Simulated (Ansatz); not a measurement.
Cl2GaH···HF

Input

```
crystal:
  periodic: [false, false, false]
  atoms:
    - { symbol: Ga, position_ang: [0.003001, 0.212753, -0.11339] }
    - { symbol: H, position_ang: [0.015718, 0.182393, 1.452162] }
    - { symbol: Cl, position_ang: [1.83119, 0.354217, -1.223074] }
    - { symbol: Cl, position_ang: [-1.842906, 0.29926, -1.198366] }
    - { symbol: F, position_ang: [0.056854, -2.322662, 1.282624] }
    - { symbol: H, position_ang: [0.064542, -1.63786, 1.882344] }
basis:
  gaussian: { orbitals: def2-SVP }
hamiltonian:
  xc: hf
relax:
  f_tol: 0.03
  max_steps: 50
output:
  orbitals: {}
```

Run with:

```sh
ansatz run input.yaml --threads 1 --pin off --max-ram 2048MiB --backend cpu --events-out ev --progress --plain --runs-dir out
```

The fields are those of the run's last geometry, not of the input's.

These are results of Ansatz 0.2.0, RHF/def2-SVP, not measurements.

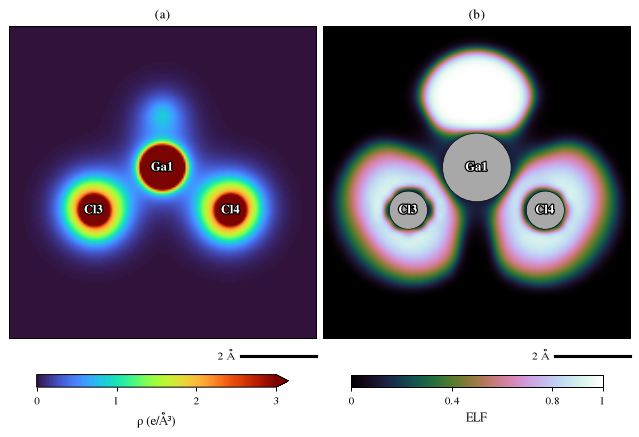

Figure 1. (a) electron density; (b) ELF on the plane of atoms Cl3, Ga1 and Cl4. Grey discs cover the atomic cores in the ELF map.

What does the map show?

The section cuts through Ga and Cl sites.
Ga–Cl (2.16 Å): ρ at the midpoint is about 0.67 e/Å³; the ELF peaks at about 0.85 in the valence shell of Cl, 0.8 Å from its nucleus, and is about 0.60 at the midpoint.
The ELF also peaks beside Cl4 and Cl3, away from the bonds: lone-pair regions.

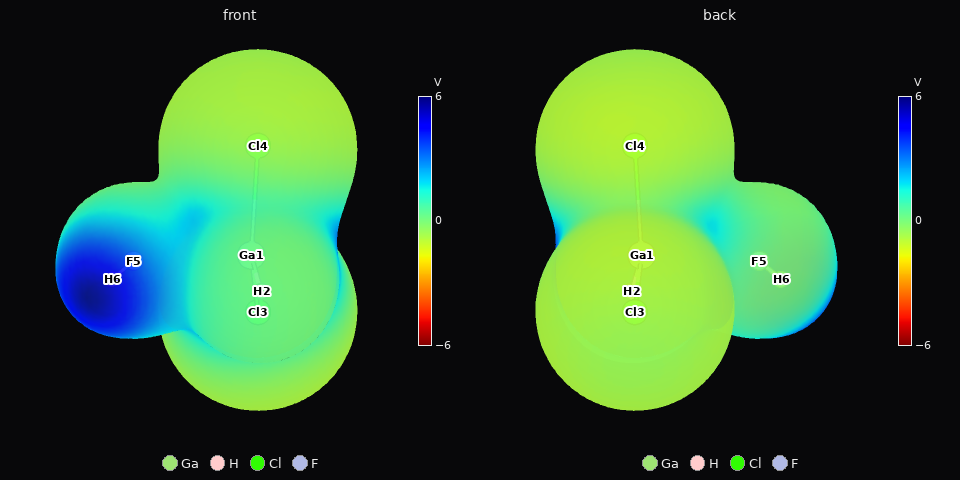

Figure 2. The electrostatic potential painted on the density surface at 0.002 e/bohr³, seen from the front and from behind; the colour scale runs from red (negative) to blue (positive).

Describe the electrostatic potential map.

The most negative region (about −1.0 V) lies over Cl3 and Cl4, the most positive (about +5.4 V) over H6.

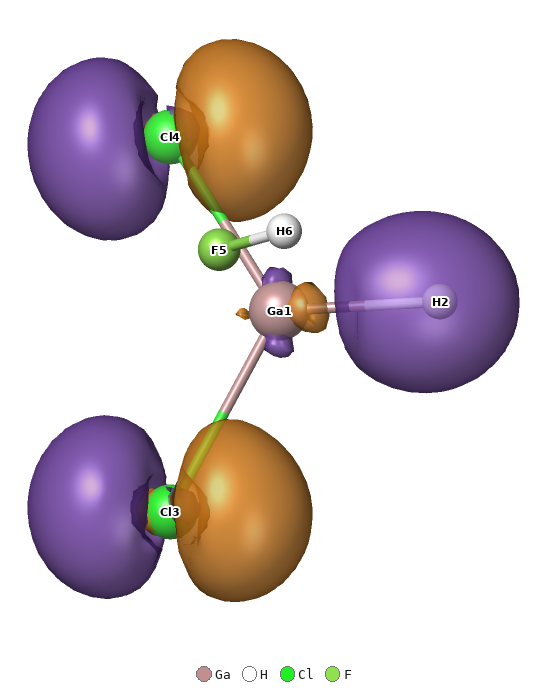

Figure 3. The HOMO at ±0.15 Å⁻³ᐟ² (orange and purple are the two phases), seen at an oblique angle.

What is the character of this orbital?

Its weight (Hirshfeld) is mainly on Cl3 (about 35 %), Cl4 (about 35 %), H2 (about 15 %) and Ga1 (about 15 %); largely a combination of lone pairs on Cl3 and Cl4. Its energy is −11.82 eV.
